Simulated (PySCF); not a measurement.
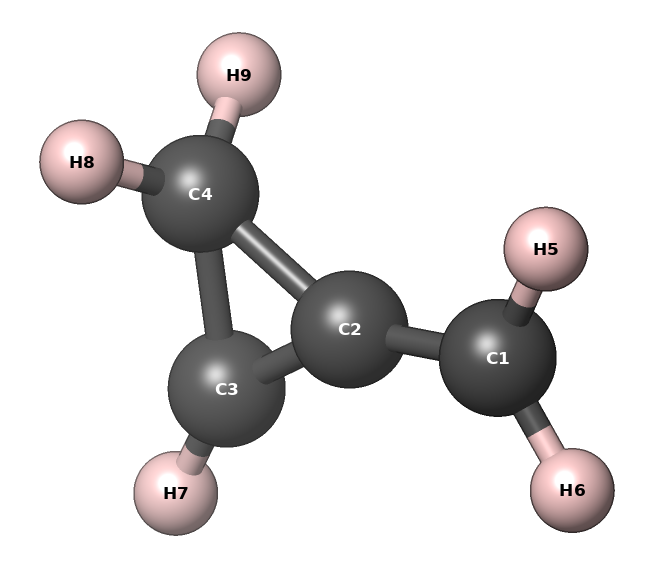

State: neutral, doublet. The computed structure is the end point of a GFN2-xTB optimisation. No frequency run is at hand to confirm it as a minimum. Method: UKS B3LYP, pcH-1 on C H, non-relativistic (PySCF 2.14.0).

Give the isotropic hyperfine couplings (Fermi-contact term alone) of C1, C2, C3, C4, H5, H6, H7, H8, H9.

| atom | isotope | a_iso (MHz) |
| --- | --- | --- |
| C1 | 13C | 45.8 |
| C2 | 13C | −50.9 |
| C3 | 13C | 71.1 |
| C4 | 13C | −18.3 |
| H5 | 1H | −36.8 |
| H6 | 1H | −34.8 |
| H7 | 1H | −50.9 |
| H8 | 1H | 65.7 |
| H9 | 1H | 65.9 |
